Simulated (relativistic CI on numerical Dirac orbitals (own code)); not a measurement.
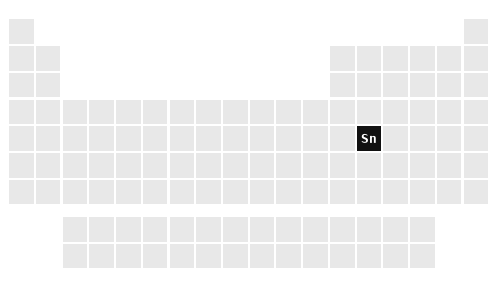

Fig. 1: The place of tin in the periodic table.

Relativistic CI calculation, with input and output: Sn³⁺

Sn³⁺. Level asked for: Dirac-Coulomb-Breit CI, KLI orbitals optimised for each configuration, model QED (radiative potential, 1s self-energy scaled to tabulated hydrogen-like ionisation energies), numerical settings as typed (relativistic CI on numerical Dirac orbitals, in-house).

**Input file**
```
atom Sn  Z=50  charge=3  electrons=47
nucleus A=120  rms_radius_fm=4.6519
hamiltonian dirac-coulomb  breit=on  qed=on  c_scale=1
orbitals kli  potential=per-configuration
slater_scale 1
correlation none
mixing on
grid step=0.0125 r_max=50.3
scf mixing=0.4 start=green max_iterations=67 tolerance=2e-08 node_fill=0.05
configurations
  [Kr] 4d10 5s
  [Kr] 4d10 5p
  [Kr] 4d10 2d
end
```

Launched within a batch (the task file carries these settings):
```bash
python <driver script> task.json out
```

The program writes its results to a structured record and prints no log; tables and figures of this report are taken from that record.

**Outcome**

```tsv
quantity	value
outcome	refused by the program
hardware	1 CPU thread, shared host
```

**Diagnosis**

The input is odd on purpose: configuration. The program refused the input; the driver noted: configuration [Kr] 4d10 2d: l must be smaller than n.
